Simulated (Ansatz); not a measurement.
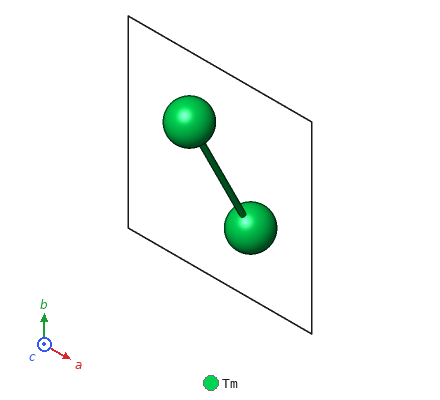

The structure, seen along [001]; the drawing may span several cells.

Given this structure, the geometry relaxed with DFT PBE, scalar-relativistic, plane waves, PAW in Ansatz 0.2.0, written in its standard cell:

```cif
data_structure
_symmetry_space_group_name_H-M 'P6_3/mmc'
_symmetry_Int_Tables_number 194
_cell_length_a 3.6696
_cell_length_b 3.6696
_cell_length_c 5.9426
_cell_angle_alpha 90.000
_cell_angle_beta 90.000
_cell_angle_gamma 120.000
_cell_volume 69.30
loop_
_atom_site_label
_atom_site_type_symbol
_atom_site_symmetry_multiplicity
_atom_site_Wyckoff_symbol
_atom_site_fract_x
_atom_site_fract_y
_atom_site_fract_z
_atom_site_occupancy
Tm1 Tm 2 d 0.33333 0.66667 0.75000 1
```

Question: What does the kinematic electron diffraction pattern along [001] look like at 100 kV (B = 1 Å²)?

Answer: The spots form a hexagonal net with both shortest vectors at d = 3.18 Å, 60.0° apart. They are 1 -1 0 and 1 0 0. The pattern has symmetry 6mm. No reflection of this zone is absent.

Strongest reflections with d > 0.98 Å, one of each family (|F|² from tabulated Gaussian fits of the electron scattering factors, times a small damping for the curvature of the Ewald sphere):

```
   hkl  d (Å)  I (strongest = 100)
2 -1 0  1.835                  100
 1 0 0  3.178                   62
 3 0 0  1.059                   26
 2 0 0  1.589                   19
3 -1 0  1.201                    9
```

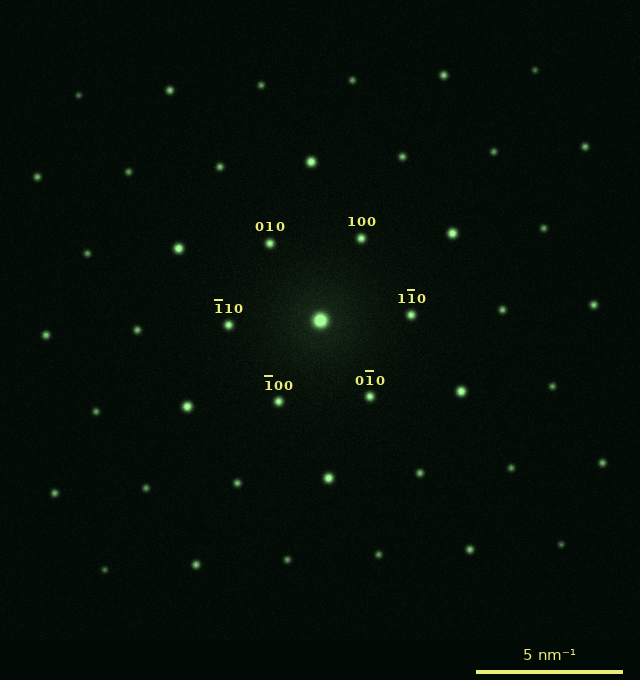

Calculated pattern, seen from the source side with [001] pointing towards the source.
